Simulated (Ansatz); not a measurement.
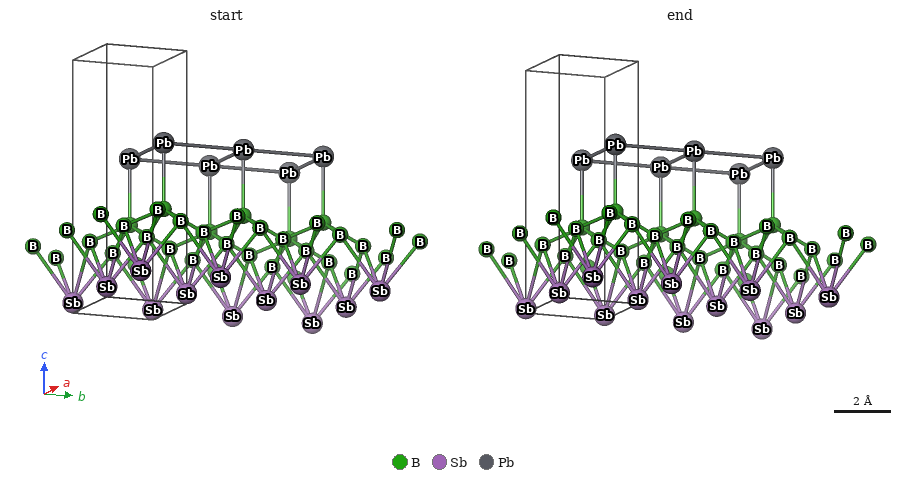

The structure of solid B$_{3}$SbPb (built on the tetragonal perovskite type) before (left) and after (right) a relaxation, at one scale.

Style: ball-and-stick. Shown: the cell of the calculation, repeated 2 × 3 × 1 with one cell outlined, from a free direction.

Case: tetragonal perovskite type (P4mm, No. 99).

Level of theory: DFT PBE, scalar-relativistic, plane waves, PAW in Ansatz. (plane-wave cutoff 420 eV; k-point mesh 12 × 12 × 4; occupations gaussian; smearing width 0.1 eV; no spin polarisation; cell and atoms relaxed; force threshold 0.01 eV/Å; at most 80 steps)

Question: What changed between the two?

Answer: After 8 accepted moves (10 points after the start) the energy has fallen by 15.3 meV per atom. Largest force component: 0.67 eV/Å at the start, 0.00055 eV/Å at the end. The pressure goes from −0.12 to 0.00 GPa. At 2 points the geometry stayed and the basis and grid were re-selected for the new cell (energy shift of 0.6 meV per atom at most each time). The largest move relative to the cell is that of the Sb atom, 0.20 Å along −c. Largest moves by element: Sb 0.20 Å, Pb 0.18 Å, B 0.04 Å. The drawn cell changes as follows: a = b 3.123 → 3.081 Å (−1.3 %), c 9.305 → 8.918 Å (−4.2 %); the volume changes by −6.7 %. Among the contacts that change: B–Sb 2.497 → 2.571 Å, Pb–Pb 3.123 → 3.081 Å, B–Pb 2.428 → 2.465 Å, B–B 1.729 → 1.717 Å. Bond angles that change, for instance: Sb–B–Sb 77.4° → 73.6°, B–Sb–B 77.4° → 73.6°. The space group stays P4mm (No. 99). Cost: 3.5 min on 1 thread of Arm Neoverse V1 (shared host), peak memory 0.41 GiB.
